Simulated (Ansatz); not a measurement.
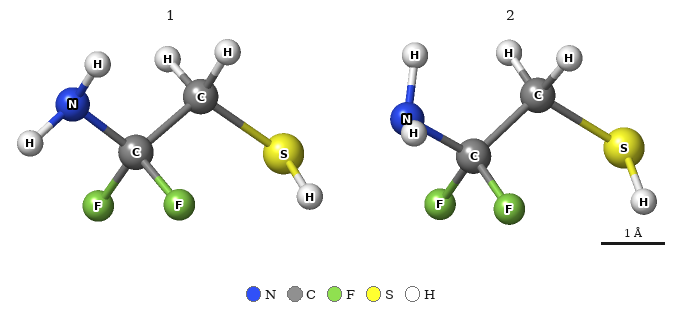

Two geometries of C2H5F2NS, drawn at one scale. One is the start of a relaxation, the other its converged end. A ball-and-stick model, seen at a tilt.

Level of theory: RKS PBE-D4/def2-SVP (Ansatz 0.2.0). Settings: no spin polarisation; force threshold 0.015 eV/Å; at most 40 steps.

Q: Which one is relaxed?

A: Structure 1 is the relaxed one. The run prepares an end point of a later path (inversion) calculation, from a guessed geometry. The largest move after the best rigid fit is that of an H atom, 0.88 Å. By element the largest moves are H 0.88 Å, N 0.25 Å, F 0.19 Å, S 0.11 Å, C 0.08 Å. Near-neighbour distances that change, for instance: C–F 1.331 → 1.406 Å, H–N 0.957 → 1.027 Å, C–H 1.058 → 1.107 Å, C–H 1.148 → 1.110 Å. Among the angles between lasting bonds that change: N–C–F 105.2° → 112.5°, S–C–H 105.0° → 110.8°, C–N–H 106.5° → 111.4°. Groups turn about C–N by about 65°. Over 13 accepted moves (14 points after the start) the energy falls by 12.6 kcal/mol. Largest force component: 3.7 eV/Å at the start, 0.0068 eV/Å at the end. The line search rejected the trial step at point 3 of the run. Cost: 39 s on 2 threads of Arm Neoverse V2 (shared host), peak memory 0.15 GiB.
